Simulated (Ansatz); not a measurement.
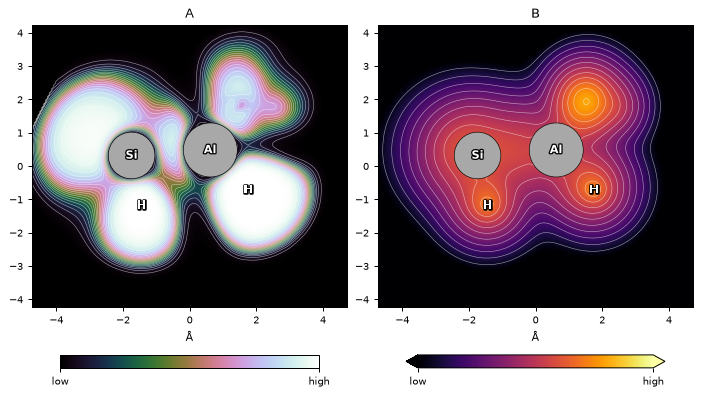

AlH₄OSi (charge −1): 2 fields on the plane of atoms Si3, Al2 and H5, with unlabelled colour scales. Grey discs cover the atomic cores.

Geometry: PBE0-D4/def2-TZVPD.

These are results of RKS PBE0-D4/def2-TZVPPD in Ansatz, not measurements.

Q: Which field does each panel show? The fields are: electron density and electron localisation function.

A: Panel A: electron localisation function. Panel B: electron density. From the grid: Al–Si (2.37 Å): ρ is about 0.45 e/Å³ halfway; the ELF peaks at about 0.85 in the valence shell of Si, 1.2 Å from its nucleus, and is about 0.85 at the midpoint. Si–H (1.54 Å): the density is about 0.67 e/Å³ at the midpoint; the ELF climbs to about 1 towards the hydrogen, as it does in any bond to H.
